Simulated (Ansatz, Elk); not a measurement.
# Bonding as seen by X-rays: Cu2Au

The structure of Cu2Au used here is made up (a known structure type with other elements) and was relaxed beforehand with PBEsol. The aim is the Fourier transform of its all-electron density, F(hkl), set beside the sum over free spherical atoms that refinements use.

Calculated with Elk 11.2.3 (patched build); DFT, PBE, all-electron APW+lo, Dirac cores, scalar-relativistic bands, static density, no spin.

The structure was built from a prototype and need not be the compound's stable phase.

### Step 1. The starting structure

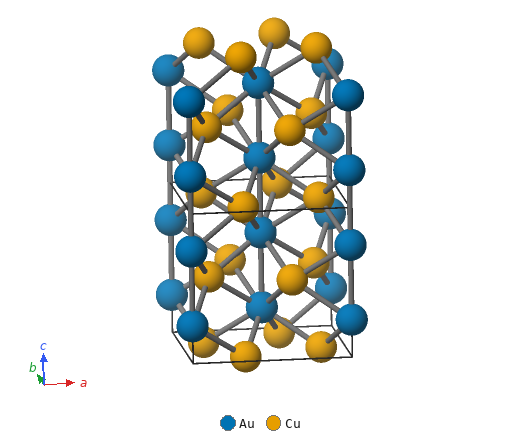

The cell as given, slightly off an axis (gold blue, copper orange). 1×1×2 cells are drawn. This picture shows the conventional cell, with its axes. Some periodic images of atoms are drawn too.

### Step 2. Ground state and structure factors

An all-electron density is needed, since X-rays see the cores too. Task 0 finds the density and task 195 Fourier-transforms it; tshift is off so that phases refer to the origin typed.

File elk.in:

```
tasks
  0
  195

xctype
  20

spinpol
  .false.

rgkmax
  7.0

gmaxvr
  14.0

lmaxo
  7

lmaxapw
  8

swidth
  0.002

tshift
  .false.

ramdisk
  .false.

hmaxvr
  5.5

maxscl
  120

epspot
  1e-06

sppath
  './'

avec
  -5.40555968559 5.40555968559 5.14284276142
  5.40555968559 -5.40555968559 5.14284276142
  5.40555968559 5.40555968559 -5.14284276142

atoms
  2
  'Au.in'
  2
  0.7500000000 0.7500000000 -0.0000000000   0.000000 0.000000 0.000000
  0.2500000000 0.2500000000 -0.0000000000   0.000000 0.000000 0.000000
  'Cu.in'
  4
  0.8496598273 0.6503401727 0.5000000000   0.000000 0.000000 0.000000
  0.3496598273 0.8496598273 0.1993196547   0.000000 0.000000 0.000000
  0.1503401727 0.3496598273 0.5000000000   0.000000 0.000000 0.000000
  0.6503401727 0.1503401727 0.8006803453   0.000000 0.000000 0.000000

ngridk
  6 6 6
```

Run with:

```console
OMP_NUM_THREADS=4 elk
```

Numbers of over 12 decimals in the logs are rounded to 6 here.

The log of the run:

```text
┌─────────────────────────┐
│ Elk code version 11.2.3 │
└─────────────────────────┘

All units are atomic (Hartree, Bohr, etc.)

┌─────────────────────────────────────────────────┐
│ Ground-state run starting from atomic densities │
└─────────────────────────────────────────────────┘

Lattice vectors :
  -5.405559686       5.405559686       5.142842761
   5.405559686      -5.405559686       5.142842761
   5.405559686       5.405559686      -5.142842761

Reciprocal lattice vectors :
  0.8849232734E-17  0.5811780530      0.6108669464
  0.5811780530      0.8849232734E-17  0.6108669464
  0.5811780530      0.5811780530     -0.1632852950E-16

Unit cell volume      :    601.0970154
Brillouin zone volume :   0.4126625272

Muffin-tin inner radius fraction :   0.1000000000E-01

Nuclei treated as point charges

Species : 1 (Au)
 parameters loaded from : Au.in
 name : gold
 nuclear charge    :   -79.00000000
 electronic charge :    79.00000000
 atomic mass :    359048.0562
 muffin-tin radius :    2.537020928
 number of radial points in muffin-tin :   1393
 inner part over the whole radius :   0.9973862463E-02
 number on inner part of muffin-tin    :    998
 approximate nuclear radius :   0.1033733540E-03
 number of mesh points to nuclear radius :    526
 atomic positions (lattice), magnetic fields (Cartesian) :
  1 :  -0.25000000 -0.25000000  0.00000000    0.00000000  0.00000000  0.00000000
  2 :   0.25000000  0.25000000  0.00000000    0.00000000  0.00000000  0.00000000

Species : 2 (Cu)
 parameters loaded from : Cu.in
 name : copper
 nuclear charge    :   -29.00000000
 electronic charge :    29.00000000
 atomic mass :    115837.2717
 muffin-tin radius :    2.265192481
 number of radial points in muffin-tin :    993
 inner part over the whole radius :   0.9905624255E-02
 number on inner part of muffin-tin    :    700
 approximate nuclear radius :   0.7406004541E-04
 number of mesh points to nuclear radius :    337
 atomic positions (lattice), magnetic fields (Cartesian) :
  1 :  -0.15034017 -0.34965983  0.50000000    0.00000000  0.00000000  0.00000000
  2 :   0.34965983 -0.15034017  0.19931965    0.00000000  0.00000000  0.00000000
  3 :   0.15034017  0.34965983  0.50000000    0.00000000  0.00000000  0.00000000
  4 :  -0.34965983  0.15034017 -0.19931965    0.00000000  0.00000000  0.00000000

Total number of atoms per unit cell :    6
Total muffin-tin volume :    331.5453991
 ratio of muffin-tin to unit cell volume :   0.5515672024

Spin treatment :
 spin-unpolarised

Number of Bravais lattice symmetries :   16
Number of crystal symmetries         :   16
Crystal has inversion symmetry
Real symmetric eigensolver will be used

k-point grid :      6     6     6
k-point offset :    0.000000000       0.000000000       0.000000000
k-point set is reduced with full crystal symmetry group
Total number of k-points :       30

Muffin-tin radius times maximum |G+k| :    7.000000000
 using average radius
Maximum |G+k| for APW functions       :    2.971387285
Maximum (1/2)|G+k|²                   :    4.414571198
Maximum |G| for potential and density :    14.00000000
Constant for pseudocharge density :    9
 order of it for each species :   16  16
 order of it for pair densities of each species (exact exchange by exxq0 0: 17) :   11   9
Radial integration step length :    1

G-vector grid sizes :     42    42    42
Number of G-vectors :    27875

Maximum angular momentum used for
 APW functions            :    8
 outer part of muffin-tin :    7
 inner part of muffin-tin :    2

Total nuclear charge    :   -274.0000000
Total core charge       :    144.0000000
Total valence charge    :    130.0000000
Total excess charge     :    0.000000000
Total electronic charge :    274.0000000

Effective Wigner radius, rₛ :   0.8060620347

Number of empty states         :     24
Total number of valence states :     90
Total number of core states    :    144

Third-order local-orbitals added for an l without core states : T
Total number of local-orbitals :    164

[...]
exchange                    :     -983.24458559513
 correlation                 :     -15.308966115884
 electron entropic           :    -0.93754541139958E-03
 total energy                :     -44716.303072480

Density of states at Fermi energy :    71.60802450
 (states/Hartree/unit cell)

Estimated indirect band gap :   0.3328159298E-04
 from k-point 22 to k-point 30
Estimated direct band gap   :   0.9078866767E-02
 at k-point 30

Charges :
 core                        :    144.0000000
 valence                     :    130.0000000
 interstitial                :    8.180503006
 muffin-tins (core leakage)
  species : 1 (Au)
[...]
species : 2 (Cu)
[...]
total in muffin-tins        :    265.8194970
 total calculated charge     :    273.9968316
 total charge                :    274.0000000
 error                       :   0.3168384444E-02

RMS change in Kohn-Sham potential (target) :   0.2972643383     (  0.1000000000E-05)
Absolute change in total energy (target)   :   0.6750246010E-01 (  0.1000000000E-03)

[... loops 3 to 17 left out ...]

┌──────────────────┐
│ Loop number : 18 │
└──────────────────┘

Energies :
 Fermi                       :     0.259679
 sum of occupied eigenvalues :     -27231.219506213
 electron kinetic            :      50509.581801077
 core electron kinetic       :      48003.093698234
 Coulomb                     :     -94223.799212050
 Coulomb potential           :     -76432.372398594
 nuclear-nuclear             :     -4279.7946250055
 electron-nuclear            :     -103567.84751825
 Hartree                     :      13623.842931204
 Madelung                    :     -56007.613012753
 xc potential                :     -1308.4289086959
 exchange                    :     -986.31761543553
 correlation                 :     -15.317477996484
 electron entropic           :    -0.64575231034380E-03
 total energy                :     -44715.853150158

Density of states at Fermi energy :    50.49071895
 (states/Hartree/unit cell)

Estimated indirect band gap :   0.3294576659E-02
 from k-point 12 to k-point 5
Estimated direct band gap   :   0.8446550159E-02
 at k-point 30

Charges :
 core                        :    144.0000000
 valence                     :    130.0000000
 interstitial                :    6.926799433
 muffin-tins (core leakage)
  species : 1 (Au)
[...]
species : 2 (Cu)
[...]
total in muffin-tins        :    267.0732006
 total calculated charge     :    273.9969529
 total charge                :    274.0000000
 error                       :   0.3047054612E-02

RMS change in Kohn-Sham potential (target) :   0.3076231031E-07 (  0.1000000000E-05)
Absolute change in total energy (target)   :   0.2435509668E-04 (  0.1000000000E-03)

Convergence targets achieved

┌──────────────────┐
│ Loop number : 19 │
└──────────────────┘

Energies :
 Fermi                       :     0.259679
 sum of occupied eigenvalues :     -27231.219500512
 electron kinetic            :      50509.581807189
 core electron kinetic       :      48003.093701485
 Coulomb                     :     -94223.799213420
 Coulomb potential           :     -76432.372399723
 nuclear-nuclear             :     -4279.7946250055
 electron-nuclear            :     -103567.84751968
 Hartree                     :      13623.842931270
 Madelung                    :     -56007.613013559
 xc potential                :     -1308.4289079772
 exchange                    :     -986.31761539763
 correlation                 :     -15.317477985315
 electron entropic           :    -0.64575229565803E-03
 total energy                :     -44715.853145367

Density of states at Fermi energy :    50.49071891
 (states/Hartree/unit cell)

Estimated indirect band gap :   0.3294581321E-02
 from k-point 12 to k-point 5
Estimated direct band gap   :   0.8446546084E-02
 at k-point 30

Charges :
 core                        :    144.0000000
 valence                     :    130.0000000
 interstitial                :    6.926799245
 muffin-tins (core leakage)
  species : 1 (Au)
[...]
species : 2 (Cu)
[...]
atom 2                    :    27.89398141     (  0.3364101281E-03)
   atom 3                    :    27.89398141     (  0.3364101281E-03)
   atom 4                    :    27.89398141     (  0.3364101281E-03)
 total in muffin-tins        :    267.0732008
 total calculated charge     :    273.9969529
 total charge                :    274.0000000
 error                       :   0.3047054616E-02

┌──────────────────────────────┐
│ Self-consistent loop stopped │
└──────────────────────────────┘

Warning : core states of species 1 leak from the muffin-tin :   0.4081096183E-03

Warning : core states of species 2 leak from the muffin-tin :   0.3364101281E-03

Wrote STATE.OUT
```

Run time: 61 s. Hardware: 4 threads of Arm Neoverse V2, shared host; peak memory 0.28 GiB; 3.4 min of CPU time.

SFACRHO.OUT:

```text

h k l indices transformed by vhmat matrix:
   1.000000000       0.000000000       0.000000000    
   0.000000000       1.000000000       0.000000000    
   0.000000000       0.000000000       1.000000000    

      h      k      l  multipl.   |H|            Re(F)            Im(F)           |F|

      0      0      0      1   0.0000000       274.00000     -0.20662722E-17   274.00000    
      0      0      1      4  0.82190988       110.61414      0.83418968E-14   110.61414    
     -1      0      0      8  0.84316449     -0.26470924E-10  0.41709484E-14  0.26470924E-10
      1     -1     -1      4   1.1623561       107.89852     -0.83418968E-14   107.89852    
      1      1     -1      2   1.2217339      -41.235796      0.99681158E-14   41.235796    
      1      0     -2      8   1.4359659       69.693604      0.22940216E-13   69.693604    
     -1      2      0      8   1.4359659      -69.693604      0.20854742E-13   69.693604    
      0      2     -1      8   1.4724706      -161.37915     -0.60352965E-14   161.37915    
      2     -2      0      4   1.6438198       134.84784      0.32309806E-14   134.84784    
     -2      0      0      8   1.6863290      -152.07432     -0.83418968E-14   152.07432    
      1     -1      2      4   1.8378464       167.63180     -0.18769268E-13   167.63180    
     -2      2     -1      4   1.8378464       167.63180      -0.0000000       167.63180    
      2     -1      1      8   1.8474495     -0.77760076E-08  0.22940216E-13  0.77760076E-08
      2      1     -1      8   1.9225488      0.20466650E-07 -0.16683794E-13  0.20466650E-07
      1      1      1      8   2.0481155      -109.79878     -0.14598319E-13   109.79878    
      2     -3      0      8   2.1826913       21.500628      0.10427371E-13   21.500628    
      0     -1     -2      8   2.1826913      -21.500628     -0.16683794E-13   21.500628    
     -1      3      0      8   2.2068786      -72.585720     -0.16683794E-13   72.585720
```

Elk indexes on the primitive cell of elk.in and gives |H| = 4π sin θ/λ in inverse bohr. Below, one row stands for each form hkl of the conventional cell (m members, Friedel mates merged), F is for one primitive cell and the density is static (no thermal factor). Free-atom factors are Waasmaier and Kirfel's, and R is Σm||F|−|F'||/Σm|F|.

```csv
hkl,m,sin θ/λ (Å⁻¹),"abs F, DFT",neutral atoms,diff.
110,4,0.124,110.614,110.794,-0.180
101,8,0.127,0.000,0.000,+0.000
200,4,0.175,107.898,108.055,-0.157
002,2,0.184,41.236,40.667,+0.568
211,16,0.216,69.694,70.651,-0.957
112,8,0.221,161.379,162.272,-0.893
220,4,0.247,134.848,135.439,-0.591
202,8,0.254,152.074,152.892,-0.818
310,8,0.276,167.632,168.681,-1.049
301,8,0.278,0.000,0.000,+0.000
103,8,0.289,0.000,0.000,+0.000
222,8,0.308,109.799,109.983,-0.184
321,16,0.328,21.501,21.721,-0.221
312,16,0.332,72.586,72.361,+0.225
```

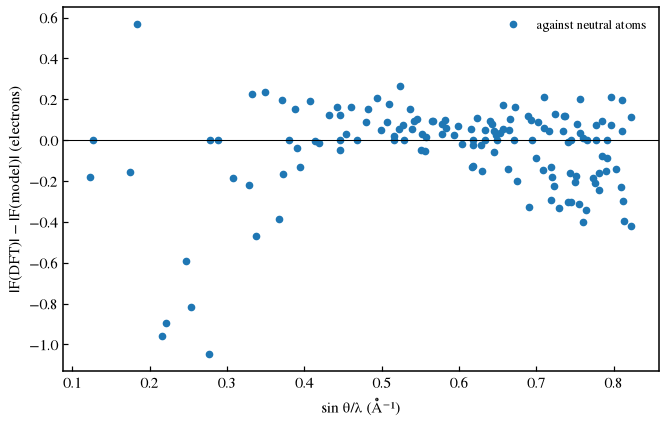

Difference between the calculated structure factors and the independent-atom ones.

### Step 3. The highest occupied states alone

An energy window below the Fermi level keeps the highest occupied states, to see at which angles they scatter; shallow core shells can lie inside it and anion s states outside. No new self-consistency is needed.

Changes to elk.in since step 2:

```diff
@@ -1,3 +1,2 @@
 tasks
-  0
   195
@@ -40,2 +39,5 @@
 
+wsfac
+  -0.291560 0.559680
+
 sppath
```

Run with:

```console
OMP_NUM_THREADS=4 elk
```

The log of the run:

```text
┌─────────────────────────────────┐
│ Elk code version 11.2.3 started │
└─────────────────────────────────┘

Info(readinput): the functional depends on the density's gradient
 muffin-tin radial points multiplied by    2.00000
 (not where nrmtscf is given)

┌────────────────────┐
│ Current task : 195 │
└────────────────────┘
Info(checkmt): changed muffin-tin radius of species 1 (Au) from   2.8000 to   2.5370
Info(checkmt): changed muffin-tin radius of species 2 (Cu) from   2.4000 to   2.2652

Info(sfacrho): density structure factors written to SFACRHO.OUT

 Energy window :  -0.2915600000      0.5596800000

┌──────────────────┐
│ Elk code stopped │
└──────────────────┘
```

Wall time 10 s (4 threads); peak memory 0.19 GiB.

States within 15 eV below the Fermi level hold 66.00 electrons; any levels below the window count with the cores. Their amplitudes can exceed the total, where window and core parts have opposite phase:

```csv
hkl,sin θ/λ (Å⁻¹),"abs F, window","abs F, all"
110,0.124,2.566,110.614
101,0.127,0.000,0.000
200,0.175,0.769,107.898
002,0.184,19.355,41.236
211,0.216,19.614,69.694
112,0.221,15.123,161.379
220,0.247,7.182,134.848
202,0.254,11.596,152.074
310,0.276,14.912,167.632
301,0.278,0.000,0.000
```

### Step 4. Another functional

The difference from free atoms is small, so it is set against the change that LDA (Perdew-Wang) makes.

Changes to elk.in since step 3:

```diff
@@ -1,2 +1,3 @@
 tasks
+  0
   195
@@ -4,3 +5,3 @@
 xctype
-  20
+  3
 
@@ -39,5 +40,2 @@
 
-wsfac
-  -0.291560 0.559680
-
 sppath
```

Run with:

```console
OMP_NUM_THREADS=4 elk
```

The log of the run:

```text
┌─────────────────────────┐
│ Elk code version 11.2.3 │
└─────────────────────────┘

All units are atomic (Hartree, Bohr, etc.)

┌─────────────────────────────────────────────────┐
│ Ground-state run starting from atomic densities │
└─────────────────────────────────────────────────┘

Lattice vectors :
  -5.405559686       5.405559686       5.142842761
   5.405559686      -5.405559686       5.142842761
   5.405559686       5.405559686      -5.142842761

Reciprocal lattice vectors :
  0.8849232734E-17  0.5811780530      0.6108669464
[...]
species : 2 (Cu)
[...]
atom 3                    :    27.90657461     (  0.3500170626E-03)
   atom 4                    :    27.90657461     (  0.3500170626E-03)
 total in muffin-tins        :    267.1167940
 total calculated charge     :    273.9968705
 total charge                :    274.0000000
 error                       :   0.3129457819E-02

┌──────────────────────────────┐
│ Self-consistent loop stopped │
└──────────────────────────────┘

Warning : core states of species 1 leak from the muffin-tin :   0.4014915182E-03

Warning : core states of species 2 leak from the muffin-tin :   0.3500170626E-03

Wrote STATE.OUT
[key lines of the parts left out:]
total energy                :     -44684.610000448
```

Wall time 32 s (4 threads); peak memory 0.19 GiB; 1.8 min of CPU time.

Against the first run R = 0.02 %; the largest change is -0.071 at 004.

### Step 5. Basis size

A smaller basis shows how fast F responds to it; the change is likely larger than the basis error of the first run, but doesn't show convergence.

Changes to elk.in since step 4:

```diff
@@ -5,3 +5,3 @@
 xctype
-  3
+  20
 
@@ -11,3 +11,3 @@
 rgkmax
-  7.0
+  5.5
```

Run with:

```console
OMP_NUM_THREADS=4 elk
```

The log of the run:

```text
┌─────────────────────────┐
│ Elk code version 11.2.3 │
└─────────────────────────┘

All units are atomic (Hartree, Bohr, etc.)

┌─────────────────────────────────────────────────┐
│ Ground-state run starting from atomic densities │
└─────────────────────────────────────────────────┘

Lattice vectors :
  -5.405559686       5.405559686       5.142842761
   5.405559686      -5.405559686       5.142842761
   5.405559686       5.405559686      -5.142842761

Reciprocal lattice vectors :
  0.8849232734E-17  0.5811780530      0.6108669464
[...]
species : 2 (Cu)
[...]
atom 3                    :    27.83256739     (  0.3365783277E-03)
   atom 4                    :    27.83256739     (  0.3365783277E-03)
 total in muffin-tins        :    266.7109973
 total calculated charge     :    273.9979474
 total charge                :    274.0000000
 error                       :   0.2052621217E-02

┌──────────────────────────────┐
│ Self-consistent loop stopped │
└──────────────────────────────┘

Warning : core states of species 1 leak from the muffin-tin :   0.4065289634E-03

Warning : core states of species 2 leak from the muffin-tin :   0.3365783277E-03

Wrote STATE.OUT
[key lines of the parts left out:]
total energy                :     -44715.473038097
```

It took 52 s on 4 threads; peak memory 0.27 GiB.

Against the first run R = 0.03 %; the largest change is +0.198 at 004.

### Step 6. Settings against the effect

```csv
run,R against the first run (%),"R against neutral atoms, low angle (%)",wall time
"PBE, rgkmax 7",0.00,0.65,61 s
LDA (Perdew-Wang),0.02,0.67,32 s
rgkmax 5.5,0.03,0.69,52 s
```

### Step 7. Results

| Property | Result |
| --- | --- |
| R against neutral atoms, sin θ/λ < 0.3 Å⁻¹ | 0.65 % |
| R against neutral atoms, 0.3 to 0.82 Å⁻¹ | 0.24 % |

**Reading.** Independent neutral atoms miss the calculated amplitudes by R = 0.65 % below 0.3 Å⁻¹ and 0.24 % from there to 0.82 Å⁻¹; by shells, 0.16 % below 0.15 Å⁻¹ (1 form), 0.69 % 0.15 to 0.3 (7 forms), 0.24 % 0.3 to 0.45 (18 forms), 0.24 % above 0.45 (101 forms). Bonding, aspherical density and the tables' own atoms all enter these figures, and the runs don't part them. The largest change of an amplitude is -1.05 electrons, at 310. The window's part falls from 66.0 electrons at the origin to at most 8.65 between 0.45 and 0.82 Å⁻¹, where compact states inside the window still scatter. Below 0.3 Å⁻¹ the changes that finished (LDA (Perdew-Wang) and rgkmax 5.5) move F by R = 0.04 % at most, against the 0.65 % that separates it from free atoms. The k-mesh has no finished test. These runs have no spin, though d or f shells may be open. Spin-orbit coupling is left out, which can matter for elements this heavy. Part of the difference isn't bonding: the tables are fits to free atoms and ions calculated by other methods than this functional. Thermal motion, anomalous dispersion and extinction are left out.

[Logs are printed without paths, hosts, clocks, repeated set-up lines and the standing remarks that a program may print on its own settings, such as how far it seeks lower states.]

[Hosts, paths, dates, database ids (printed as entryN), source tags and the programs' standing remarks are cut or masked in the printed files.]
